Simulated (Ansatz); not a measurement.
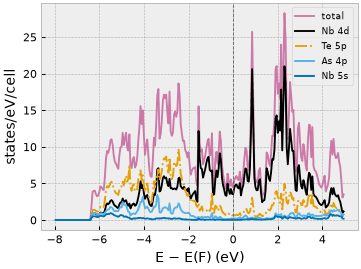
Figure. Total and projected density of states of Nb₃Te₃As in space group P6_3/m (No. 176; Nb on 6h, Te on 6h, As on 2d), r²SCAN (plane waves, PAW; program Ansatz)

Q: Which orbitals carry the states next to the Fermi level?

A: Within 0.5 eV of the Fermi level: Nb 4d 77 %, Te 5p 15 %. Projections are on Löwdin-orthogonalised atomic valence shells; empty p or d shells of many metals are not among them.

Q: Where is the tallest occupied peak in this window, and what makes it?

A: Near -2.4 eV, about 19 states/eV per cell; the largest projected share is Te 5p.

The workflow started from a Materials Project entry (that database holds measured and hypothetical structures alike); the Crystallography Open Database copy checked does not list it. Its standing as an ambient phase is unchecked. Symmetry was held in the r²SCAN relaxation; its stability against distortions is not shown here. The run is not spin-polarised. Spin–orbit coupling is left out wherever it is not named.

Potentials: the later of the program's two PAW sets.
